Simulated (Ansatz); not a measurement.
# In2Si2O7, pressure series

Base system: In2Si2O7 (space group C2/m, No. 12; a = 6.6320 Å, b = 8.6496 Å, c = 4.7251 Å, α = γ = 90.00°, β = 102.67°).

Cell and atoms are relaxed at each pressure.

The values are results of PBEsol (Ansatz, a program for electronic structure), no spin-orbit coupling, not measurements.

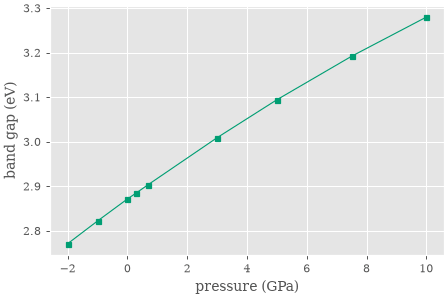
Figure: Band gap against pressure

**Question.** From the plot, what is the band gap for pressure 0.7 GPa?

**Answer.** About 2.90 eV.

**Question.** Is the trend monotonic over the range shown?

**Answer.** Yes, it rises throughout, spanning 2.77 eV to 3.28 eV.

Load acts through the strain it causes; cell and atoms are relaxed under it. No phonon test of stability was made. Competing high-pressure phases were not computed.
